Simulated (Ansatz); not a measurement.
**doublet AlH3O+: levels of theory compared**

We compute a comparison of 6 runs (U-r2SCAN/STO-3G, U-r2SCAN0/STO-3G, U-wB97X/STO-3G, UB2PLYP/STO-3G, UCAM-B3LYP/STO-3G, UMP2/STO-3G) of doublet AlH3O+. 

The results are computed with Ansatz 0.2.0.

56 further runs of the same task are left out: 56 set aside as unsound or not needed.

## (1) The system as given

The species is AlH3O+ (5 atoms), meant as a doublet with charge +1. SMILES of the parent species: `[H][Al]([H])[OH]`. The shape comes from GFN2-xTB, which is rough for such elements, and wasn't checked as a minimum. That shape belongs to the parent species and isn't relaxed for this state.

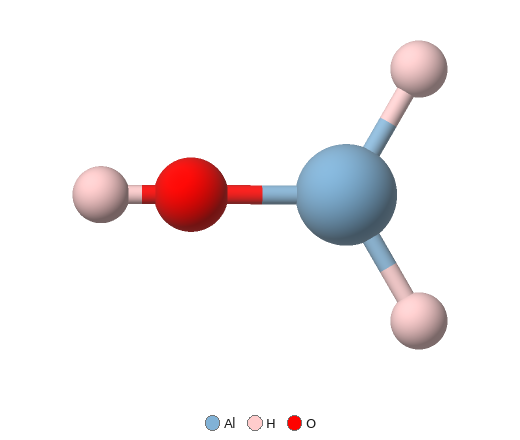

The structure, seen from a chosen angle (aluminium light blue, hydrogen pink, oxygen red).

## (2) A single-point energy at U-r2SCAN/STO-3G (run 1)

Contents of molecule.yaml:

```yaml
crystal:
  periodic: [false, false, false]
  atoms:
    - {symbol: Al, position_ang: [0.271770, 0.451120, -0.109270]}
    - {symbol: H, position_ang: [1.798980, 0.417230, -0.221380]}
    - {symbol: H, position_ang: [-0.481020, 1.769010, -0.311810]}
    - {symbol: O, position_ang: [-0.555450, -0.920030, 0.226660]}
    - {symbol: H, position_ang: [-1.034280, -1.717330, 0.415800]}
basis:
  gaussian: {orbitals: STO-3G}
magnetization: {spin_polarized: true, initial_magnetization: 1}
total_charge: 1
hamiltonian: {xc: {name: r2SCAN}}
accuracy: high
```

Command:

```
$ ansatz run molecule.yaml --threads 1 --pin off --max-ram 2610MiB --events-out events.jsonl --progress --plain --runs-dir runs
```

Standard output:

```text
Warning: RAYON_NUM_THREADS=1 ignored (pool sized by the plan → 1); use --threads N
Functional definition: r2SCAN
  name "r2SCAN"
  parameter k0 = 0.174
  parameter k1 = 0.065
  parameter a1 = 4.9479
  exchange = r2scan_x(k0 = k0, k1 = k1, a1 = a1)
  correlation = r2scan_c
287 factors; integrals over basis functions are off by at most 2.9e-8 eV
mean field evaluation 1: about -8566.8739 eV, gradient 3.0e1 eV
mean field evaluation 2: about -8444.5656 eV, gradient 1.2e2 eV
mean field evaluation 4: about -8575.4328 eV, gradient 7.1e0 eV
mean field evaluation 8: about -8575.8359 eV, gradient 1.6e-1 eV
mean field evaluation 16: about -8575.7959 eV, gradient 7.8e-5 eV
mean field -8575.79585266 eV, -315.1546847020 hartree, gradient 1.6e-8 eV, S^2 0.758177; 2 other end points of the search recorded, 0 dependent functions left out
reference -8575.79585358 eV, -315.1546847360 hartree; 12, 11 occupied and 5, 6 virtual orbitals, 287 factors
Total energy: -8575.79585358 eV, -315.1546847360 hartree
```

Wall time 6.9 s (1 thread of Intel Xeon Platinum 8259CL at 2.50GHz (Skylake/Cascade Lake), shared host); peak memory 0.23 GiB.

## (3) A single-point energy at U-r2SCAN0/STO-3G (run 2)

Contents of in.yaml:

```yaml
crystal:
  periodic: [false, false, false]
  atoms:
    - symbol: Al
      position_ang: [0.271770, 0.451120, -0.109270]
    - symbol: H
      position_ang: [1.798980, 0.417230, -0.221380]
    - symbol: H
      position_ang: [-0.481020, 1.769010, -0.311810]
    - symbol: O
      position_ang: [-0.555450, -0.920030, 0.226660]
    - symbol: H
      position_ang: [-1.034280, -1.717330, 0.415800]
basis:
  gaussian:
    orbitals: STO-3G
total_charge: 1
magnetization:
  spin_polarized: true
  initial_magnetization: 1
accuracy: high
hamiltonian:
  xc: {name: r2SCAN0}
```

Command:

```
$ ansatz run in.yaml --threads 1 --pin off --max-ram 2610MiB --events-out events.jsonl --progress --plain --runs-dir runs
```

Standard output:

```text
Warning: RAYON_NUM_THREADS=1 ignored (pool sized by the plan → 1); use --threads N
Functional definition: r2SCAN0
  name "r2SCAN0"
  parameter a = 0.25
[... 3 set-up lines as earlier in the session ...]
  exchange = (1 - a)*r2scan_x(k0 = k0, k1 = k1, a1 = a1) + a*exact_x
[... 1 set-up line as earlier in the session ...]
287 factors; integrals over basis functions are off by at most 2.9e-8 eV
mean field evaluation 1: about -8567.3345 eV, gradient 2.8e1 eV
mean field evaluation 2: about -8520.7717 eV, gradient 9.7e1 eV
mean field evaluation 4: about -8575.3985 eV, gradient 5.7e0 eV
mean field evaluation 8: about -8575.5949 eV, gradient 1.7e-1 eV
mean field evaluation 16: about -8575.5951 eV, gradient 2.2e-5 eV
mean field -8575.59513685 eV, -315.1473085321 hartree, gradient 7.5e-8 eV, S^2 0.760580; 2 other end points of the search recorded, 0 dependent functions left out
reference -8575.59513756 eV, -315.1473085582 hartree; 12, 11 occupied and 5, 6 virtual orbitals, 287 factors
Total energy: -8575.59513756 eV, -315.1473085582 hartree
```

It took 5.4 s on 1 thread of Intel Xeon Platinum 8259CL at 2.50GHz (Skylake/Cascade Lake), shared host; peak memory 0.23 GiB.

Runs 3 to 5 aren't shown in full; the table further down has their settings and results.

## (4) A single-point energy at UMP2/STO-3G (run 6)

Contents of in.yaml:

```yaml
crystal:
  periodic: [false, false, false]
  atoms:
    - {symbol: Al, position_ang: [0.271770, 0.451120, -0.109270]}
    - {symbol: H, position_ang: [1.798980, 0.417230, -0.221380]}
    - {symbol: H, position_ang: [-0.481020, 1.769010, -0.311810]}
    - {symbol: O, position_ang: [-0.555450, -0.920030, 0.226660]}
    - {symbol: H, position_ang: [-1.034280, -1.717330, 0.415800]}
basis:
  gaussian:
    orbitals: STO-3G
total_charge: 1
magnetization:
  spin_polarized: true
  initial_magnetization: 1
correlation:
  method: mp2
  frozen_orbitals: {Al: 5, H: 0, O: 1}
accuracy: high
```

Command:

```
$ ansatz run in.yaml --threads 1 --pin off --max-ram 2610MiB --events-out events.jsonl --progress --plain --runs-dir runs
```

Standard output:

```text
Warning: RAYON_NUM_THREADS=1 ignored (pool sized by the plan → 1); use --threads N
Functional definition: HF
  name "HF"
  exchange = exact_x
  correlation = 0
287 factors; integrals over basis functions are off by at most 2.9e-8 eV
mean field evaluation 1: about -8546.8132 eV, gradient 2.6e1 eV
mean field evaluation 2: about -8546.8275 eV, gradient 2.6e1 eV
mean field evaluation 4: about -8553.4191 eV, gradient 4.8e0 eV
mean field evaluation 8: about -8554.8149 eV, gradient 2.2e-1 eV
mean field evaluation 16: about -8554.5886 eV, gradient 9.2e-1 eV
mean field -8554.81364734 eV, -314.3836028789 hartree, gradient 6.4e-8 eV, S^2 0.756369; 5 other end points of the search recorded, 0 dependent functions left out
6 core orbitals not correlated: weight in the atoms' cores, before any rotation towards them, 0.999 or more for the frozen orbitals, at most 0.001 for the correlated occupied ones
reference -8554.81364734 eV, -314.3836028789 hartree; 6, 5 occupied and 5, 6 virtual orbitals, 287 factors
second order -1.32209240 eV of doubles, -0.00000000 eV of singles
Total energy: -8556.13573974 eV, -314.4321888783 hartree
```

Wall time 0.3 s (1 thread of Intel Xeon Platinum 8259CL at 2.50GHz (Skylake/Cascade Lake), shared host).

## (5) Overview of the runs

```
run              level  frozen core orbitals  energy (Eh)   ⟨S²⟩  wall time
  1    U-r2SCAN/STO-3G                     –  -315.154685  0.758      6.9 s
  2   U-r2SCAN0/STO-3G                     –  -315.147309  0.761      5.4 s
  3     U-wB97X/STO-3G                     –  -315.176648  0.757       14 s
  4     UB2PLYP/STO-3G                     6  -314.973503  0.759      3.6 s
  5  UCAM-B3LYP/STO-3G                     –  -315.147137  0.759      3.6 s
  6        UMP2/STO-3G                     6  -314.432189  0.756      0.3 s
```

## (6) Outcome

| quantity | value |
| --- | --- |
| run 6: total energy | -314.43219 Eh |
| run 6: correlation energy (6 core orbitals frozen) | -48.6 mEh |
| run 6: ⟨S²⟩ of the reference determinant | 0.756 |

What this shows: Totals of different functionals can't be ranked against each other. In runs 1, 2, 3, 4, 5, 6 the basis is minimal, so the values are rough. All runs together took 34 s, the longest 14 s.
